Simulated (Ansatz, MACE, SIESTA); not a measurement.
# Random packing of 52AlCl3-48NaCl (mol %) (76 atoms): atom by atom

The starting structure: 76 atoms (13 Al, 51 Cl, 12 Na) packed at random in a cube at 1.9 g/cm³ and pushed apart as soft spheres, cations and anions kept from their own kind; a start for melting by ab initio MD, not an equilibrated structure. Then every atom was moved at random, 0.03 Å r.m.s. a Cartesian component.

This is the built cell with every atom moved at random. Method: Kohn-Sham DFT, PBE, PseudoDojo 0.4.1 norm-conserving pseudopotentials (converted to PSML), numerical atomic orbitals (DZP), diagonalisation; shift 0.01 Ry; mesh 350 Ry; levels smeared at 580 K (SIESTA 5.4.2); Γ point; density 1.90 g/cm³.

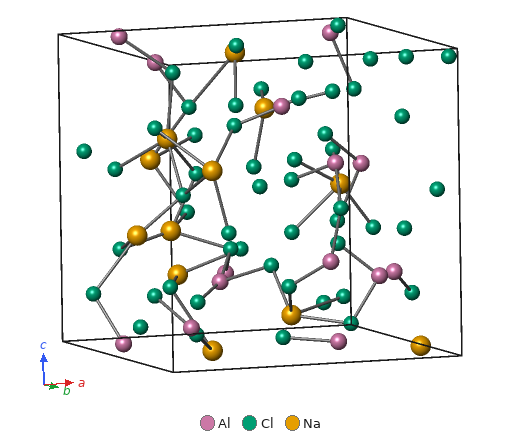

The structure (aluminium pink, chlorine teal, sodium orange). Bonds to atoms that aren't drawn are left out. Some periodic images of atoms are drawn too.

Cell vectors (Å):

```
12.857 0.000 0.000
0.000 12.857 0.000
0.000 0.000 12.857
```

Positions in Å, forces in eV/Å, q the Hirshfeld charge in e:

```tsv
atom	x	y	z	q	fx	fy	fz
Al1	8.473	9.992	0.544	0.33	-0.789	0.551	-1.614
Al2	10.335	8.046	7.707	0.41	-1.894	-0.567	0.092
Al3	1.705	6.815	12.265	0.34	0.966	1.318	0.076
Al4	10.914	10.189	3.359	0.28	0.061	-1.027	0.960
Al5	4.763	5.998	2.845	0.35	2.950	-2.243	-0.354
Al6	11.903	5.887	2.700	0.28	0.322	0.642	2.084
Al7	8.708	3.135	9.684	0.35	-0.311	-0.390	-0.004
Al8	10.983	2.969	12.627	0.23	0.291	-1.516	-2.106
Al9	11.131	2.261	2.967	0.32	-0.201	-0.467	0.356
Al10	3.702	9.419	3.603	0.25	-0.932	3.190	0.959
Al11	1.949	2.011	12.852	0.25	0.801	0.151	-1.183
Al12	11.207	2.769	7.142	0.38	2.293	-0.500	1.502
Al13	5.673	0.181	0.274	0.39	1.446	0.977	1.539
Cl14	7.238	5.508	3.343	-0.16	-2.234	0.775	-0.287
Cl15	10.566	0.275	9.636	-0.13	-0.723	1.078	-0.410
Cl16	6.759	5.565	6.678	-0.14	-0.329	0.225	-0.026
Cl17	5.584	5.969	10.179	-0.19	-0.047	0.165	0.392
Cl18	0.467	1.610	8.093	-0.10	-1.807	0.802	-0.776
Cl19	4.501	10.803	8.152	-0.08	-0.059	0.220	0.034
Cl20	4.158	3.411	6.236	-0.16	0.321	0.132	-0.256
Cl21	1.616	11.556	9.711	-0.18	0.351	-0.189	0.162
Cl22	2.738	8.470	0.989	-0.11	0.107	-0.794	-0.443
Cl23	4.654	7.564	4.383	0.16	0.981	-0.936	1.069
Cl24	2.088	9.274	6.234	-0.16	0.595	-0.204	-0.587
Cl25	4.371	12.146	11.556	0.00	0.347	0.473	0.770
Cl26	3.595	6.456	7.476	-0.17	0.113	0.038	0.035
Cl27	9.010	12.782	12.629	-0.20	-0.553	-1.098	0.367
Cl28	6.924	2.627	12.272	-0.18	-0.236	-1.026	0.523
Cl29	12.465	12.853	12.548	-0.22	0.948	0.193	0.108
Cl30	8.371	9.973	11.026	-0.10	0.049	-0.174	1.642
Cl31	10.426	4.962	4.041	-0.05	0.106	-0.830	-0.396
Cl32	10.939	5.014	0.665	0.03	0.770	1.209	0.528
Cl33	9.067	8.505	5.425	-0.11	1.198	0.281	1.268
Cl34	8.451	6.668	11.926	-0.28	-0.451	-0.450	0.412
Cl35	3.827	0.802	1.775	-0.05	0.438	-0.224	-1.056
Cl36	0.562	4.958	7.674	-0.24	-0.866	-0.260	-0.110
Cl37	6.267	9.319	0.766	-0.11	0.166	0.138	0.266
Cl38	0.663	1.951	2.147	-0.03	-0.903	0.314	0.631
Cl39	9.044	12.733	5.574	-0.24	-0.015	-0.094	-0.175
Cl40	2.765	7.893	10.452	-0.04	-0.508	-1.095	1.298
Cl41	6.635	3.015	8.980	-0.02	0.485	0.128	0.112
Cl42	7.346	12.581	8.920	-0.17	-0.009	-0.218	0.278
Cl43	1.470	5.263	1.052	-0.07	0.102	0.520	-0.745
Cl44	0.926	10.228	3.250	-0.15	-0.477	-0.104	-0.981
Cl45	9.122	3.072	6.586	0.00	0.749	0.286	0.770
Cl46	9.162	2.495	2.051	0.01	0.274	-0.558	0.343
Cl47	6.995	12.197	2.478	-0.14	-0.784	0.205	-1.936
Cl48	10.859	12.401	2.707	-0.05	0.177	0.838	-0.086
Cl49	12.397	11.469	6.856	-0.19	-0.329	-0.277	-0.622
Cl50	3.790	1.204	8.836	-0.14	-0.025	-0.066	-0.296
Cl51	9.594	7.726	2.144	-0.14	0.541	1.007	-0.525
Cl52	12.364	7.671	4.844	-0.17	-0.176	-0.462	-1.221
Cl53	11.633	3.924	10.340	-0.14	-0.592	-0.699	1.021
Cl54	12.601	7.541	11.996	-0.05	-0.752	-0.132	-0.164
Cl55	3.250	12.440	4.948	-0.23	-0.451	0.109	-0.519
Cl56	0.881	4.580	4.268	-0.19	-0.457	0.575	-1.010
Cl57	11.492	9.869	9.794	-0.17	-0.315	-1.038	-1.172
Cl58	7.149	8.632	8.092	-0.13	0.359	-0.129	0.183
Cl59	11.793	1.786	5.115	0.06	0.172	0.119	-0.453
Cl60	6.693	2.042	4.376	-0.20	0.075	-0.103	0.246
Cl61	9.511	6.065	8.780	-0.12	0.742	1.025	-0.795
Cl62	4.494	4.058	1.808	-0.05	-0.192	0.982	0.456
Cl63	3.798	3.347	11.379	-0.17	-1.220	-0.186	0.814
Cl64	6.297	10.432	5.281	-0.16	-0.755	-0.346	-0.447
Na65	5.129	7.157	12.542	0.18	0.556	-0.402	-0.642
Na66	3.265	3.981	8.704	0.12	-0.071	-0.009	-0.099
Na67	5.332	9.989	10.481	0.18	0.602	-0.306	-0.665
Na68	6.343	1.132	6.906	0.14	-0.349	-0.121	-0.296
Na69	2.371	6.602	5.160	0.12	-0.984	-0.112	0.977
Na70	0.740	8.610	8.434	0.17	0.340	0.428	0.082
Na71	2.467	2.417	4.542	0.17	0.510	-0.345	0.275
Na72	12.156	9.921	0.159	0.24	-0.188	0.527	-0.379
Na73	2.279	11.515	0.645	0.22	-0.050	0.028	-0.074
Na74	8.369	4.816	1.135	0.10	-0.717	0.489	-0.376
Na75	8.335	10.828	7.238	0.10	-0.089	0.103	-0.179
Na76	0.348	12.640	4.046	0.12	0.658	-0.604	0.796
```

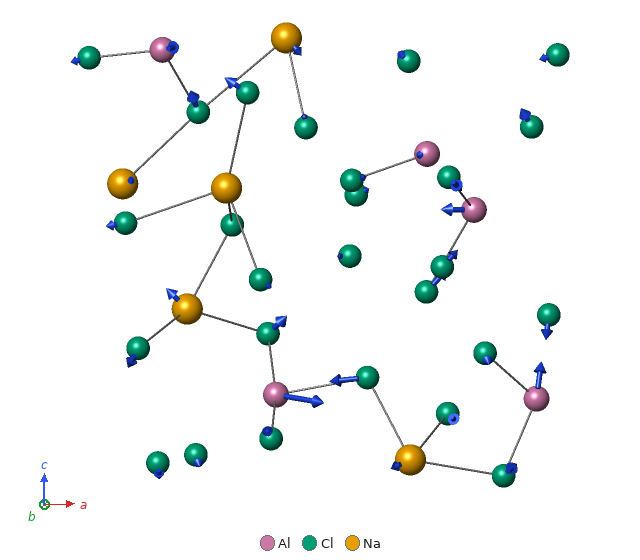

The forces as arrows, the longest 3.72 eV/Å. Drawn is a slice 6 Å thick, seen along the normal of the ac plane. Bonds to atoms that aren't drawn are left out.

Only the Γ point is sampled, in a cell whose shortest periodic width is 13 Å.

The r.m.s. force component is 0.781 eV/Å; the longest force, 3.72 eV/Å, acts on Al5.

[Logs are printed without paths, hosts, clocks, repeated set-up lines and the standing remarks that a program may print on its own settings, such as how far it seeks lower states.]

[Hosts, paths, dates, database ids (printed as entryN), source tags and the programs' standing remarks are cut or masked in the printed files.]
